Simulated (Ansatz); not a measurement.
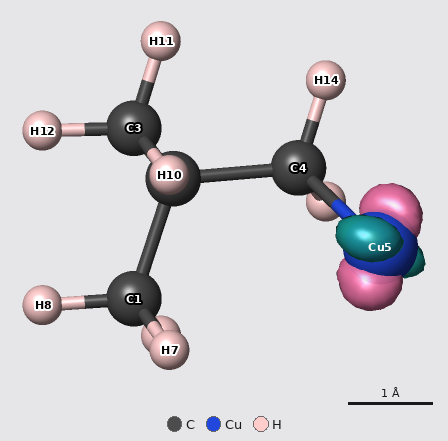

The picture shows: C4H9Cu (SMILES CC(C)[CH2][Cu]). The HOMO−1 at ±0.5 Å⁻³ᐟ² (teal and pink are the two phases), seen at an oblique angle.

Geometry: PBE0-D3(BJ)/def2-SVP.

The calculation used Ansatz 0.2.0, isolated molecule in a Gaussian basis; Kohn-Sham density functional theory, functional PBE0.

| atom | x (Å) | y (Å) | z (Å) |
| --- | --- | --- | --- |
| C | -2.4450 | 0.3603 | 0.5463 |
| C | -1.3188 | 0.7288 | -0.4110 |
| C | 0.0408 | 0.5087 | 0.2398 |
| C | -1.4401 | 0.0068 | -1.7439 |
| Cu | -1.3053 | -1.8929 | -1.5644 |
| H | -3.4332 | 0.5296 | 0.0906 |
| H | -2.3820 | -0.7108 | 0.8102 |
| H | -2.3958 | 0.9437 | 1.4798 |
| H | -1.4089 | 1.8170 | -0.6151 |
| H | 0.1697 | -0.5585 | 0.4951 |
| H | 0.8624 | 0.7865 | -0.4389 |
| H | 0.1508 | 1.0954 | 1.1660 |
| H | -2.4118 | 0.2060 | -2.2280 |
| H | -0.6442 | 0.3109 | -2.4456 |

Q: Where does this orbital lie, and at what energy?

A: Its weight (Hirshfeld) is mainly on Cu5 (about 95 %). Its energy is −7.37 eV.
